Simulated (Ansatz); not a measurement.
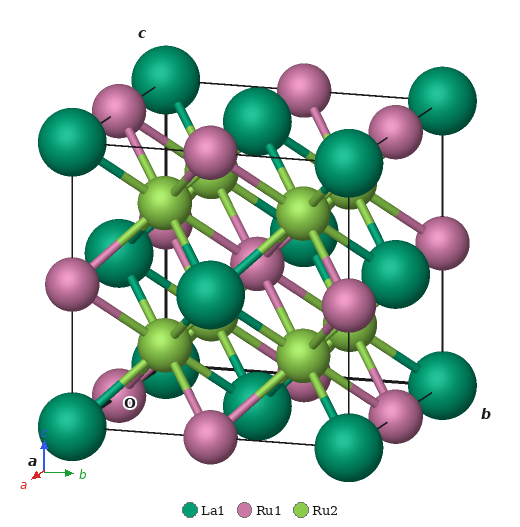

One unit cell; atoms that symmetry makes equivalent share a colour (atoms on faces, edges and corners are repeated). Crystal: LaRu3, the input geometry of an electronic-structure calculation (not necessarily at equilibrium); the starting structure was generated, so it need not be a known form of this composition. All values are computed from the atomic coordinates in the standard setting (tolerance 0.002 Å).

a = 6.441 Å, b = 6.441 Å, c = 6.441 Å, α = 90.00°, β = 90.00°, γ = 90.00°; space group No. 225, Fm-3m.

One atom of each site: La1 (0, 0, 0); Ru1 (1/2, 0, 0); Ru2 (1/4, 3/4, 3/4).

**Give the multiplicity, Wyckoff letter and site symmetry of each site.**

```csv
site,Wyckoff,symmetry
La1,4a,m-3m
Ru1,4b,m-3m
Ru2,8c,-43m
```

**How many free positional parameters does the structure have?**

0: La1 0, Ru1 0, Ru2 0.
